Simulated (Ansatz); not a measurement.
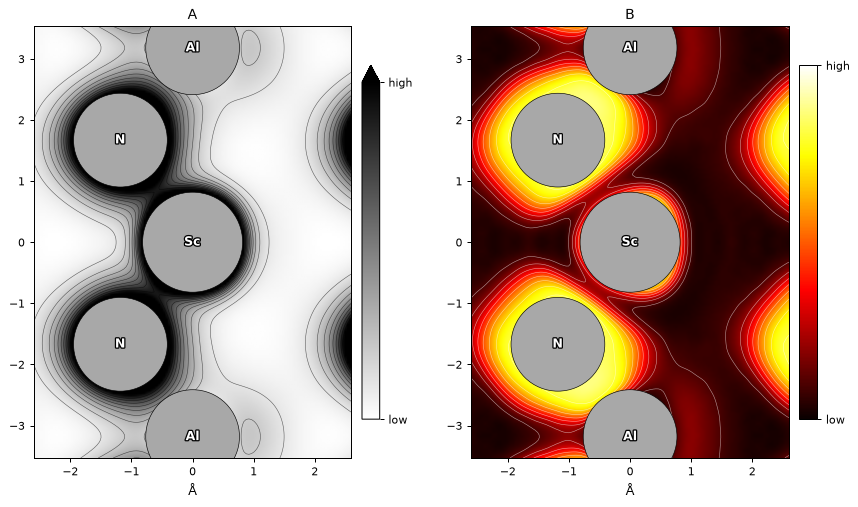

ScAl$_{3}$N$_{4}$: 2 fields on the (101) plane of the conventional cell, with unlabelled colour scales. Grey discs cover the atomic cores.

Space group P-43m.

Computed with DFT PBEsol, scalar-relativistic, plane waves, PAW in Ansatz 0.2.0.

Which field does each panel show? The fields are: electron localisation function and valence pseudo-density.

Answer. Panel A: valence pseudo-density. Panel B: electron localisation function. From the grid: Al–N (1.92 Å): the density is about 0.64 e/Å³ at the midpoint; the ELF peaks at about 0.85 between the atoms: a shared but strongly polarised pair. Sc–N (2.05 Å): the density is about 0.66 e/Å³ at the midpoint; the ELF peaks at about 0.85 in the valence shell of N, 0.6 Å from its nucleus, and is about 0.25 at the midpoint: no localised pair shows between them.
